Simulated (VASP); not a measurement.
Band structure of NiO (relaxed from the rock salt structure, space group Fm-3m). Computed with PBEsol GGA, VASP's PBE PAW potentials (set 64) (plane waves; VASP).

The moments were started parallel, and other spin orders were not tried in this run.

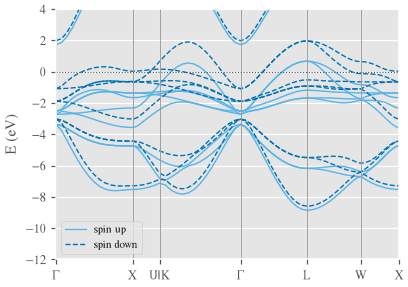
Figure: Bands along high-symmetry lines, zero at the valence-band maximum or, without a gap, the Fermi level

### Question
Read the plot: is there a gap, and where are the band edges?

### Answer
It has no gap at this level: it comes out as a metal or semimetal. (Edges off the drawn lines would not show.)

The structure was generated: NiO was put into the rock salt type (Fm-3m), which need not be its known phase. The cell was not relaxed at this level.
